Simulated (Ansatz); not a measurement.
**HOPSi (SMILES O1[Si]#[PH]1): density, localisation and related maps**

```xyz
4

O     0.9198   -0.0222   -0.8064
P    -0.7440   -0.3907   -0.2175
Si    0.5316    1.4962   -0.2788
H    -1.4275   -0.1164   -1.4485
```

Geometry: B3LYP-D3(BJ)/6-311G**.

Method: isolated molecule in a Gaussian basis; Kohn-Sham density functional theory, functional PBE0 in Ansatz 0.2.0.

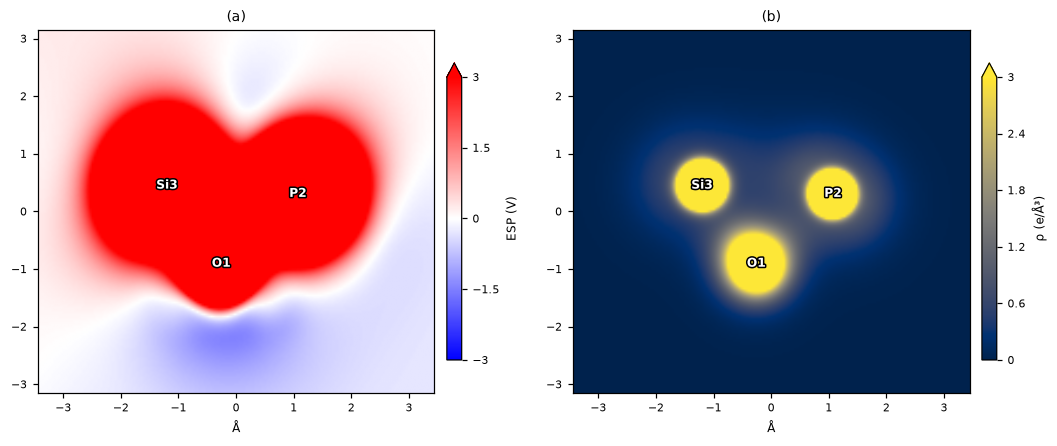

Figure 1. (a) electrostatic potential; (b) total electron density on the plane of atoms P2, O1 and Si3.

Interpret the plot.

Answer. Atoms in the plane: O, P and Si.
Si–O (1.65 Å): the density is about 1.2 e/Å³ at the midpoint.
P–O (1.80 Å): ρ is about 0.97 e/Å³ halfway, with its minimum of 0.84 e/Å³ about 0.7 Å from P.
Si–P (2.28 Å): ρ at the midpoint is about 0.58 e/Å³.
Outside the dense part of the molecule the potential is most negative (−1.5 V) near O1.

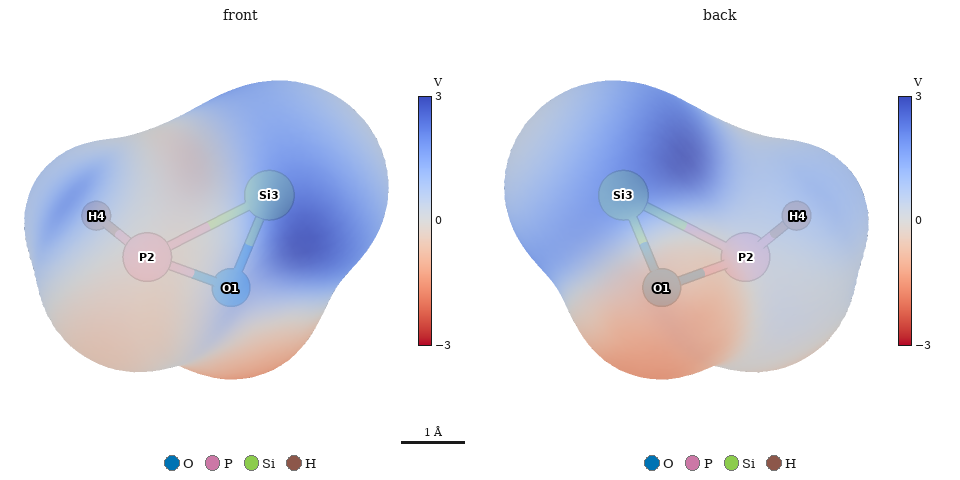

Figure 2. The electrostatic potential painted on the density surface at 0.004 e/bohr³, seen from the front and from behind; the colour scale runs from red (negative) to blue (positive).

Which sites attract a positive test charge, and which a negative one?

Answer. A positive charge is drawn to the negative regions and a negative charge to the positive ones. The most negative region (about −1.4 V) lies over O1, the most positive (about +2.9 V) over Si3. O1 is the likeliest acceptor of a hydrogen bond.

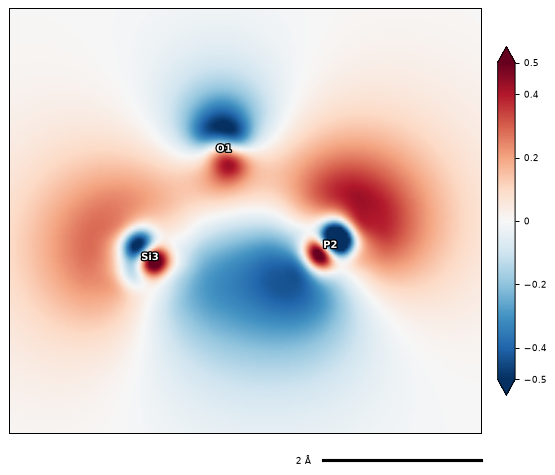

Figure 3. The HOMO on the plane of atoms O1, P2 and Si3 (values in Å⁻³ᐟ²; the overall sign is arbitrary).

Describe this orbital and give its energy.

Answer. Its weight (Hirshfeld) is mainly on P2 (about 55 %), Si3 (about 35 %) and O1 (about 10 %). Its energy is −6.66 eV.

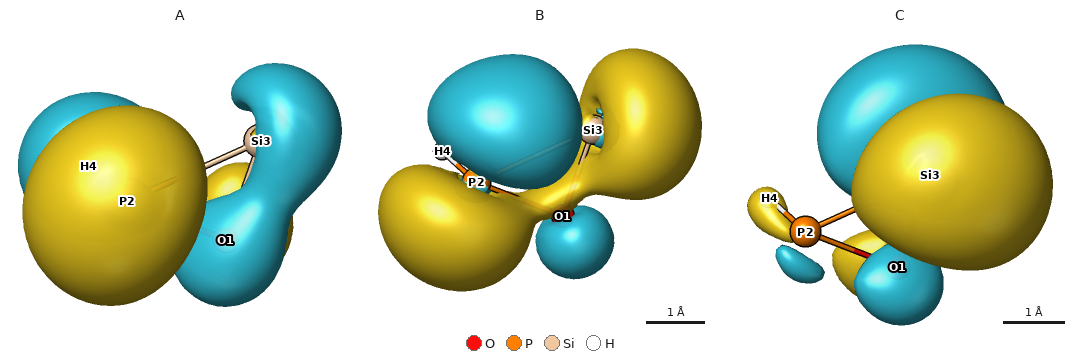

Figure 4. Three frontier orbitals at ±0.08 Å⁻³ᐟ² (yellow and cyan are the two phases), in no order.

Order the three orbitals by energy and name them.

Answer. A is the HOMO−1 (−8.04 eV). It lies mainly on P2 (about 55 %), O1 (about 20 %), H4 (about 15 %) and Si3 (about 10 %). B is the HOMO (−6.66 eV). It lies mainly on P2 (about 55 %), Si3 (about 35 %) and O1 (about 10 %). C is the LUMO (−2.54 eV). It lies mainly on Si3 (about 85 %) and O1 (about 10 %).

What is the HOMO–LUMO gap?

Answer. 4.12 eV between the orbital energies.
